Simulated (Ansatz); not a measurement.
The starting structures come from a database of crystals and need not be the phases stable at ambient conditions.

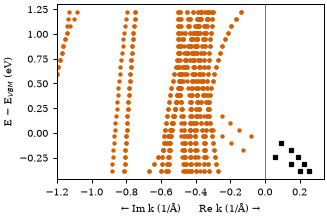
Figure. Complex bands at the centre of the two-dimensional zone; r2SCAN in Ansatz (a quantum-chemistry and plane-wave program)

The gap is the functional's own. No spin-orbit coupling. Mid-gap values are interpolated on the energy grid.

This is MoS₂ (P-6m2, not sure to be the ambient phase, 9 atoms a cell, 17.9 Å³ an atom, 3 GPa at this level) along the normal of (101). Read off the slowest decay at the centre of the two-dimensional zone at 0.53 eV, the computed energy nearest the middle of the gap.

κ ≈ 0.30 1/Å, a decay length 1/(2κ) of the density of 1.7 Å.
